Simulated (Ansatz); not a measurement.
# BF₂H₃S (built from SMILES FB(F)S.[H][H]): a barrier at many levels of theory, part 2 of 2

Ansatz 0.2.0, Gaussian basis. Earlier steps stand in the parts before.

### 5 Vibrations of the start structure

Contents of vib-r/in.yaml:

```yaml
crystal:
  periodic: [false, false, false]
  atoms:
    - {symbol: B, position_ang: [-0.578284, 0.242753, -0.675390]}
    - {symbol: S, position_ang: [1.050943, 0.685388, -1.302165]}
    - {symbol: F, position_ang: [-1.170178, -0.840594, -1.136109]}
    - {symbol: F, position_ang: [-1.213337, 0.966702, 0.225764]}
    - {symbol: H, position_ang: [0.709033, -1.404127, 1.549873]}
    - {symbol: H, position_ang: [0.041373, -1.438275, 1.882696]}
    - {symbol: H, position_ang: [1.160351, 1.788353, -0.544669]}
basis:
  gaussian: {orbitals: def2-TZVP}
hamiltonian: {xc: pbe0, dispersion: d4}
phonons: {temperatures: {t_min: 298.15, t_max: 900, t_step: 200}}
```

Output, cut to the lines that bear on the results:

```text
Functional definition: PBE0
  name "PBE0"
  cite "Adamo & Barone, J. Chem. Phys. 110, 6158 (1999) doi:10.1063/1.478522"
  cite "Perdew, Burke & Ernzerhof, Phys. Rev. Lett. 77, 3865 (1996) doi:10.1103/PhysRevLett.77.3865"
  parent pbe
[...]
884 factors; their error is unknown
[...]
mean field -16990.72557939 eV, -624.3976483151 hartree, gradient 5.5e-5 eV, S^2 0.000000; 0 other end points of the search recorded, 0 dependent functions left out
[...]
reference -16990.72560814 eV, -624.3976493718 hartree; 21, 21 occupied and 127, 127 virtual orbitals, 884 factors
[... from here to the last solve, the lines of the solves are left out (41 solves) ...]
884 factors; their error is unknown
mean field -16990.72555470 eV, -624.3976474079 hartree, gradient 8.1e-7 eV, S^2 0.000000; 0 other end points of the search recorded, 0 dependent functions left out
[...]
reference -16990.72558345 eV, -624.3976484645 hartree; 21, 21 occupied and 127, 127 virtual orbitals, 884 factors
WARN: phonons: 3 modes above zero are rigid motions of the cell's bodies and no vibrations: the zero-point energy, free energy, entropy and heat capacity leave them out. With what each would have added to F at 898 K, by the weight of its row in the mesh: 0.05 cm⁻¹ (-0.738 eV; rigid weight [...]
Total energy: -16990.81315155 eV, -624.4008665325 hartree
Atom 0 at    -0.578284     0.242753    -0.675390 Å, force    -0.002169    -0.002054    -0.001588 eV/Å
Atom 1 at     1.050943     0.685388    -1.302165 Å, force     0.001193     0.001384     0.000639 eV/Å
Atom 2 at    -1.170178    -0.840594    -1.136109 Å, force     0.001028     0.001437     0.000813 eV/Å
Atom 3 at    -1.213337     0.966702     0.225764 Å, force    -0.000118     0.000170     0.000831 eV/Å
Atom 4 at     0.709033    -1.404127     1.549873 Å, force    -0.000839    -0.000097     0.000193 eV/Å
Atom 5 at     0.041373    -1.438275     1.882696 Å, force     0.000867     0.000354    -0.000262 eV/Å
Atom 6 at     1.160351     1.788353    -0.544669 Å, force     0.000039    -0.001195    -0.000626 eV/Å
Dipole moment:     0.178227     0.193085     0.058423 e Å
Vibrations: 41.72 54.78 99.78 122.50 237.95 295.09 367.80 411.99 579.98 682.30 836.60 1257.19 1430.12 2723.95 4403.85 cm⁻¹, zero-point energy 0.839720 eV
```

Run time: 64 s. Hardware: 2 threads, shared host; peak memory 0.27 GiB.

Wavenumbers and character of the modes:

```tsv
mode	wavenumber (cm⁻¹)	character
1	42	not assigned (largely outside the bonds, angles and torsions drawn)
2	55	not assigned (largely outside the bonds, angles and torsions drawn)
3	100	not assigned (largely outside the bonds, angles and torsions drawn)
4	122	not assigned (largely outside the bonds, angles and torsions drawn)
5	238	not assigned (largely outside the bonds, angles and torsions drawn)
6	295	bend
7	368	torsion
8	412	bend
9	580	out-of-plane bend with torsion
10	682	B–S and B–F stretch
11	837	bend
12	1257	B–F stretch
13	1430	B–F stretch
14	2724	S–H stretch
15	4404	H–H stretch
```

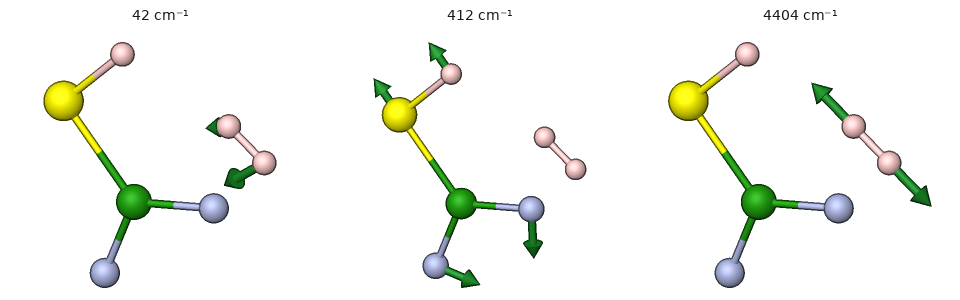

How the atoms move in 3 of the modes.

Vibrational sums (real modes only):

```tsv
T (K)	entropy (J/mol/K)	heat capacity (J/mol/K)
298	94.7	71.5
498	135.6	87.4
698	166.7	96.3
898	191.7	102.0
```

Modes under 50 cm⁻¹ weigh heavily in the entropy, and the harmonic picture is poor for them.

### 6 Vibrations of the end structure

Contents of vib-p/in.yaml:

```yaml
crystal:
  periodic: [false, false, false]
  atoms:
    - {symbol: B, position_ang: [-1.206908, -0.424962, 0.228201]}
    - {symbol: S, position_ang: [1.452890, 0.380423, -0.830924]}
    - {symbol: F, position_ang: [-1.552890, -1.125236, -0.833218]}
    - {symbol: F, position_ang: [-1.618376, 0.828151, 0.300335]}
    - {symbol: H, position_ang: [2.195627, -0.234026, 0.102706]}
    - {symbol: H, position_ang: [-0.681784, -0.947396, 1.161556]}
    - {symbol: H, position_ang: [1.411341, 1.523247, -0.128655]}
basis:
  gaussian: {orbitals: def2-TZVP}
hamiltonian: {xc: pbe0, dispersion: d4}
phonons: {temperatures: {t_min: 298.15, t_max: 900, t_step: 200}}
```

Output, cut to the lines that bear on the results:

```text
[... 5 set-up lines as earlier in the session ...]
[...]
884 factors; their error is unknown
[...]
mean field -16990.39763104 eV, -624.3855964357 hartree, gradient 2.8e-5 eV, S^2 0.000000; 0 other end points of the search recorded, 0 dependent functions left out
[...]
reference -16990.39765946 eV, -624.3855974798 hartree; 21, 21 occupied and 127, 127 virtual orbitals, 884 factors
[... from here to the last solve, the lines of the solves are left out (41 solves) ...]
884 factors; their error is unknown
mean field -16990.39760599 eV, -624.3855955148 hartree, gradient 1.1e-6 eV, S^2 0.000000; 0 other end points of the search recorded, 0 dependent functions left out
[...]
reference -16990.39763440 eV, -624.3855965590 hartree; 21, 21 occupied and 127, 127 virtual orbitals, 884 factors
WARN: phonons: modes at or below zero, which the zero-point energy, F, S and C_V leave out: 1, the lowest at -32.35 cm⁻¹. A minimum has none, and a first-order saddle one
Total energy: -16990.47972889 eV, -624.3886134761 hartree
Atom 0 at    -1.206908    -0.424962     0.228201 Å, force    -0.001810     0.000029    -0.000836 eV/Å
Atom 1 at     1.452890     0.380423    -0.830924 Å, force    -0.000978     0.000277     0.000194 eV/Å
Atom 2 at    -1.552890    -1.125236    -0.833218 Å, force     0.000340    -0.000203    -0.000211 eV/Å
Atom 3 at    -1.618376     0.828151     0.300335 Å, force     0.000074     0.000773    -0.000791 eV/Å
Atom 4 at     2.195627    -0.234026     0.102706 Å, force     0.000258    -0.000532    -0.000214 eV/Å
Atom 5 at    -0.681784    -0.947396     1.161556 Å, force     0.001711    -0.000588     0.001409 eV/Å
Atom 6 at     1.411341     1.523247    -0.128655 Å, force     0.000404     0.000245     0.000448 eV/Å
Dipole moment:     0.365507     0.042012     0.277570 e Å
Vibrations: -32.35 71.79 92.05 175.00 242.16 277.49 535.90 900.69 1083.76 1165.31 1206.60 1419.68 2684.11 2722.27 2737.40 cm⁻¹, zero-point energy 0.949361 eV
```

Run time: 63 s. Hardware: 2 threads, shared host; peak memory 0.27 GiB.

The modes, with what each moves most:

```tsv
mode	wavenumber (cm⁻¹)	character
1	32i	not assigned (largely outside the bonds, angles and torsions drawn)
2	72	not assigned (largely outside the bonds, angles and torsions drawn)
3	92	not assigned (largely outside the bonds, angles and torsions drawn)
4	175	not assigned (largely outside the bonds, angles and torsions drawn)
5	242	not assigned (largely outside the bonds, angles and torsions drawn)
6	277	not assigned (largely outside the bonds, angles and torsions drawn)
7	536	bend
8	901	out-of-plane bend
9	1084	bend
10	1165	B–F stretch
11	1207	bend
12	1420	B–F stretch
13	2684	B–H stretch
14	2722	S–H stretch
15	2737	S–H stretch
```

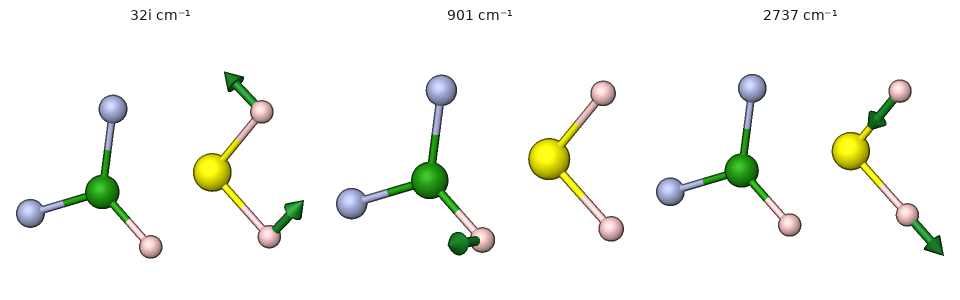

Displacements of 3 modes, as arrows.

Vibrational sums (real modes only):

```tsv
T (K)	entropy (J/mol/K)	heat capacity (J/mol/K)
298	59.9	49.3
498	89.3	65.9
698	113.6	78.0
898	134.4	86.8
```

### 7 The ladder

Levels not printed above were run the same way.

The basis limit takes Hartree-Fock with exponent 7.88 and MP2 correlation with exponent 2.97 from the triple- and quadruple-zeta runs, and adds the coupled-cluster step over MP2 from triple zeta. Where a quadruple-zeta run was CCSD(T), only its Hartree-Fock and MP2 parts are used.

Rows are in def2-TZVPP; times add the 3 runs of a level on a shared host, so small differences are noise.

The saddle's own vibrations were run with its search: 1087i cm⁻¹, zero-point energy 0.934 eV.

The barrier:

Differences are taken before rounding.

```tsv
method	rung	barrier (kJ/mol)	from CCSD(T)/CBS (kJ/mol)	time
SPW92	LDA	98.3	-77.1	2.9 s
PBE-D4	GGA	134.9	-40.4	5 s
BLYP-D4	GGA	160.1	-15.2	4.8 s
r2SCAN-D4	meta-GGA	148.2	-27.2	10 s
B97M-V	meta-GGA	160.1	-15.2	23 s
PBE0-D4	hybrid	148.1	-27.3	7 s
B3LYP-D4	hybrid	167.7	-7.6	6.9 s
r2SCAN0-D4	hybrid	157.1	-18.3	12 s
BHLYP-D4	hybrid	184.6	+9.3	6.3 s
CAM-B3LYP-D4	range-separated hybrid	170.9	-4.5	7.7 s
wB97X-V	range-separated hybrid	171.4	-4.0	20 s
wB97M-V	range-separated hybrid	169.7	-5.6	22 s
B2PLYP	double hybrid	174.0	-1.3	12 s
PBE-QIDH	double hybrid	163.5	-11.8	12 s
RPA on PBE	RPA	176.7	+1.4	11 s
Hartree-Fock	wavefunction	235.6	+60.3	
MP2	wavefunction	174.3	-1.0	
CCSD	wavefunction	185.2	+9.8	
CCSD(T)	wavefunction	176.7	+1.4	2.4 min
CCSD(T)/CBS		175.3	0	3 min
```

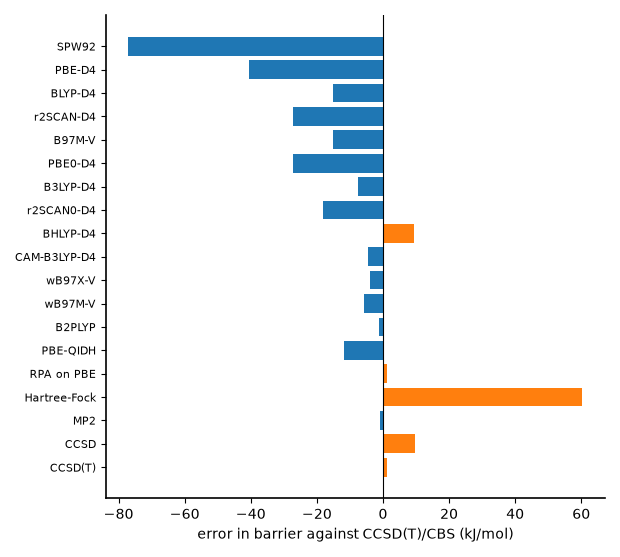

How far each level lands from CCSD(T)/CBS.

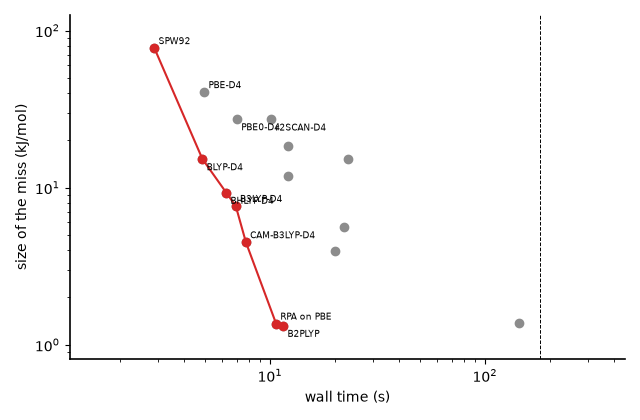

Miss against cost. Red marks the levels that no quicker level drawn beats (of those quicker than the yardstick), and the dashed line is the time of CCSD(T)/CBS. Only those levels and the largest misses are named. Times are from a shared host.

For cost: B2PLYP gets within 1.3 kJ/mol in 12 s, where CCSD(T)/CBS took 3 min; the quickest level in the cost chart, SPW92, takes 2.9 s and misses by 77.1 kJ/mol.

The step energy:

Differences are taken before rounding.

```tsv
method	rung	step energy (kJ/mol)	from CCSD(T)/CBS (kJ/mol)
SPW92	LDA	30.5	+1.3
PBE-D4	GGA	34.3	+5.1
BLYP-D4	GGA	29.6	+0.4
r2SCAN-D4	meta-GGA	35.7	+6.5
B97M-V	meta-GGA	35.3	+6.1
PBE0-D4	hybrid	31.0	+1.8
B3LYP-D4	hybrid	26.8	-2.4
r2SCAN0-D4	hybrid	31.9	+2.7
BHLYP-D4	hybrid	22.1	-7.1
CAM-B3LYP-D4	range-separated hybrid	24.0	-5.2
wB97X-V	range-separated hybrid	27.9	-1.4
wB97M-V	range-separated hybrid	27.8	-1.4
B2PLYP	double hybrid	27.3	-1.9
PBE-QIDH	double hybrid	30.1	+0.9
RPA on PBE	RPA	25.5	-3.7
Hartree-Fock	wavefunction	15.7	-13.5
MP2	wavefunction	31.9	+2.7
CCSD	wavefunction	23.4	-5.8
CCSD(T)	wavefunction	26.9	-2.3
CCSD(T)/CBS		29.2	0
```

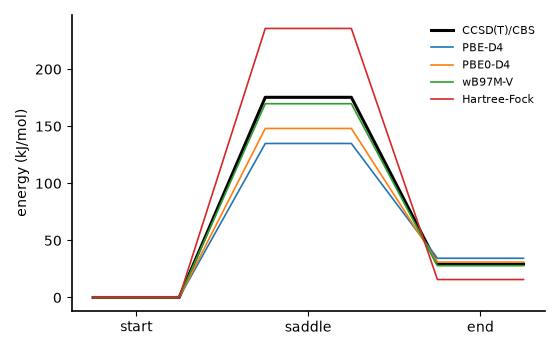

Energy profile at a few levels.

### 8 What came out

The summary covers parts 1 to 2.

```
                          quantity         value
              barrier, CCSD(T)/CBS  175.3 kJ/mol
      reverse barrier, CCSD(T)/CBS  146.1 kJ/mol
          step energy, CCSD(T)/CBS  +29.2 kJ/mol
    barrier with zero-point energy  184.4 kJ/mol
step energy with zero-point energy  +39.8 kJ/mol
      imaginary mode at the saddle    1087i cm⁻¹
             largest T1 diagnostic         0.013
```

**Reading.** Among the functionals B2PLYP lands nearest to CCSD(T)/CBS (-1.3 kJ/mol) and SPW92 farthest (-77.1 kJ/mol). By rung, the mean size of the error is: LDA 77.1, GGA 27.8, meta-GGA 21.2, hybrid 15.6, range-separated hybrid 4.7, double hybrid 6.6 kJ/mol. PBE-D4 gives a barrier 40.4 kJ/mol too low, outside chemical accuracy (1 kcal/mol, 4.2 kJ/mol). Every functional without exact exchange puts the barrier too low, the usual mark of self-interaction error, which favours the spread-out density of a saddle. The barrier rises with the share of exact exchange, from BLYP-D4 through B3LYP-D4 to BHLYP-D4 (-15.2, -7.6, +9.3 kJ/mol). Hartree-Fock, with no correlation, is off by +60.3 kJ/mol. Zero-point motion raises the barrier by 9.1 kJ/mol. The end structure keeps an imaginary mode: no true minimum.
